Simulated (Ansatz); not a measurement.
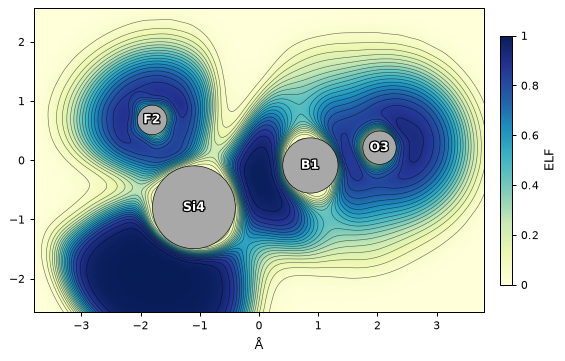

*BFOSi (SMILES O=B[Si]F). ELF on the molecular plane. Grey discs cover the atomic cores.*

Geometry: PBE0-D3(BJ)/def2-SVP.

Computed with isolated molecule in a Gaussian basis; Kohn-Sham density functional theory, functional PBE0 in Ansatz 0.2.0.

**Interpret the plot.**

The section cuts through B, F, O and Si sites. B–O (1.21 Å): the ELF peaks at about 0.85 between the atoms: a polar covalent bond. Si–F (1.63 Å): the ELF peaks at about 0.85 in the valence shell of F, 0.6 Å from its nucleus, and is about 0.55 at the midpoint. Si–B (2.09 Å): the ELF peaks at about 1 between the atoms; localised, covalent bonding. The ELF also peaks beside Si4, O3 and F2, away from the bonds: lone-pair regions.
